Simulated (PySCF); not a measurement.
Si(Cl)2(OH)(NH2), H3Cl2NOSi, SMILES N[Si](O)(Cl)Cl at its CAM-B3LYP/def2-SVP optimised geometry (Å):

```
8

N     -0.8694     0.8315     0.0000
Si    -0.3344    -0.7677     0.0000
O      1.3040    -0.7677     0.0000
Cl    -1.1412    -1.6871    -1.6508
Cl    -0.9218    -1.9034     1.6307
H     -0.4640     1.5376     0.6027
H     -1.7481     1.1073    -0.4197
H      1.7481    -1.5376     0.3719
```

Method: CAM-B3LYP/def2-TZVP (PySCF 2.14.0).

Map of the Laplacian of the electron density (e/bohr⁵), clipped to [-1.50, 1.50] on the plane z = 1.2 Å:

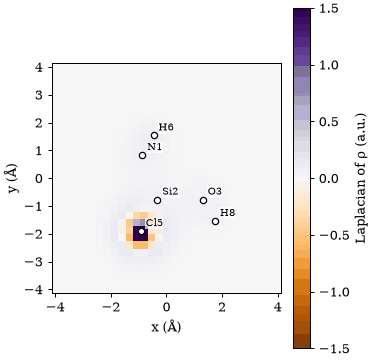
Figure: Laplacian of the electron density (e/bohr⁵), clipped to [-1.50, 1.50] on the plane z = 1.2 Å.
